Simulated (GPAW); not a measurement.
The O K edge of atom 5 in LiTi2O4 (Fd-3m), with 3 Ti at 1.98 Å and 1 Li at 2.03 Å (distorted tetrahedral, site symmetry 3m), was computed in 2 ways: excited-electron core hole (neutral cell) and half core hole. Program and functional: GPAW, LDA, Gaussian full width 0.9 eV up to 4 eV, rising linearly to 3.5 eV at 25 eV; cells of 14 atoms.

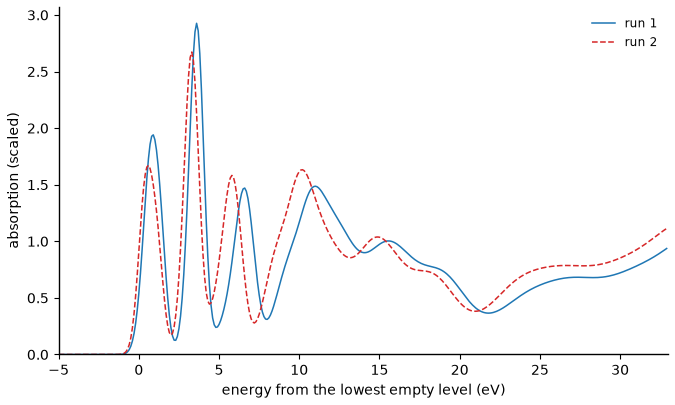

Each run is counted from its own lowest empty level or Fermi level and scaled to a mean of 1 over its first 20 eV.

**Question.** Which run is which?

Run 1: half core hole (area from −2 to 6 eV 6.7, main maxima 0.9 eV (1.94), 3.6 eV (2.93), 6.6 eV (1.47) and 11.0 eV (1.49)). Run 2: excited-electron core hole (neutral cell) (area from −2 to 6 eV 7.3, main maxima 0.6 eV (1.67), 3.3 eV (2.67), 5.8 eV (1.58) and 10.2 eV (1.63)). 

[Hosts, paths, dates, database ids (printed as entryN), source tags and the programs' standing remarks are cut or masked in the printed files.]

[Lists of maxima count a maximum above −3 eV only where it reaches 4 % of the highest in the window and stands out from its surroundings by 2 % of it (1.5 % where it reaches 55 %); shoulders and weaker maxima are passed over, and of the rest the first, up to two pre-edge ones and the few strongest are named.]
